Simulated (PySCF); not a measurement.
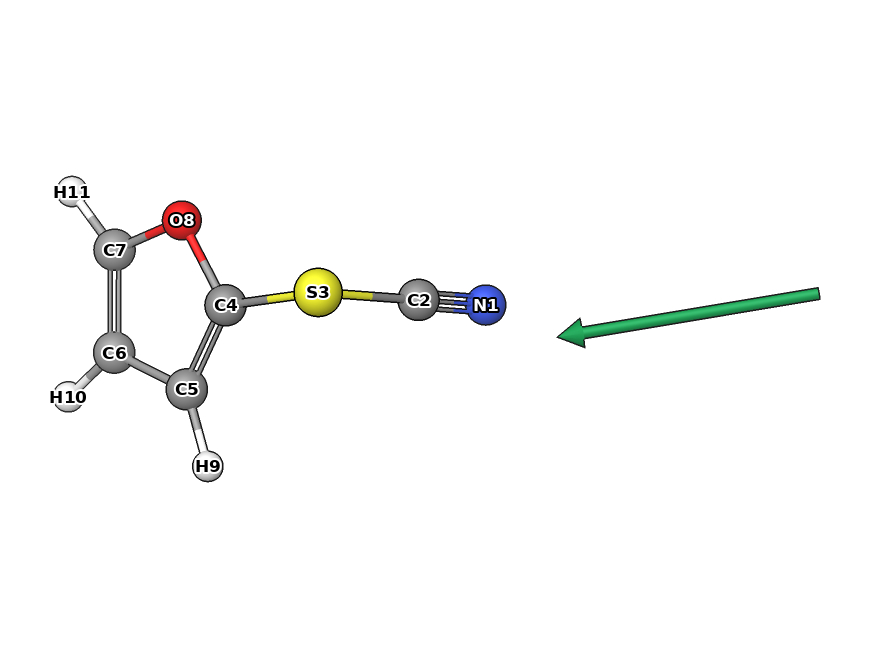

The arrow beside the molecule shows the direction of the dipole moment, from the negative to the positive end (its length means nothing). Computed geometry: GFN2-xTB optimisation. No frequency run is at hand to confirm it as a minimum. Level of theory: CAM-B3LYP/def2-SVPD, gas phase (PySCF 2.14.0).

Estimate the dipole moment.

4.26 D; it points from the side of N1 to the side of H10 (the outermost atoms at the two ends).
